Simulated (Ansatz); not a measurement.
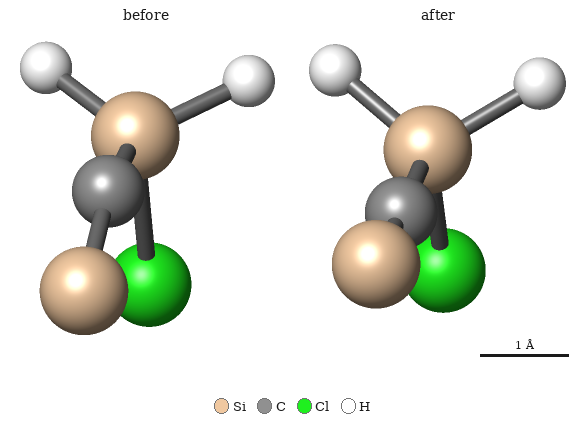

The structure of CH₂ClSi₂ (charge −1) before (left) and after (right) a relaxation, at one scale.

The picture is a ball-and-stick view, seen from a free direction.

Method: RKS PBE0-D4/def2-TZVPD in Ansatz. Set-up: force threshold 0.005 eV/Å; at most 200 steps.

Describe what moved and what it gained.

Answer. The atom that moves furthest after the best rigid fit is a Si atom (0.32 Å). By element the largest moves are Si 0.32 Å, C 0.29 Å, Cl 0.19 Å, H 0.13 Å. Some distances before and after: Cl–Si 2.367 → 2.140 Å, C–Si 1.723 → 1.647 Å, H–Si 1.494 → 1.499 Å. Among the angles between lasting bonds that change: Si–C–Si 159.5° → 176.5°, Cl–Si–H 94.1° → 100.5°, C–Si–H 122.3° → 116.5°. After 8 accepted moves (9 points after the start) the energy has fallen by 37.3 kJ/mol. The largest force component goes from 2.5 to 0.0027 eV/Å. The line search rejected the trial step at point 8 of the run.
